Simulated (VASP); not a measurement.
Band structure of Pb (fcc). These are SCAN meta-GGA, VASP's PBE PAW potentials (set 64) (plane waves; VASP) values and carry that method's errors.

Unless said otherwise, spin-orbit coupling is left out, though it shifts the bands of the heavy elements here.

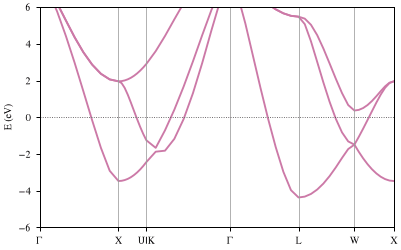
Figure: Bands along high-symmetry lines, zero at the valence-band maximum or, without a gap, the Fermi level

Q: Read the plot: is there a gap, and where are the band edges?

A: It has no gap at this level: it comes out as a metal or semimetal.

The compound is Pb in the fcc structure. It was relaxed first.
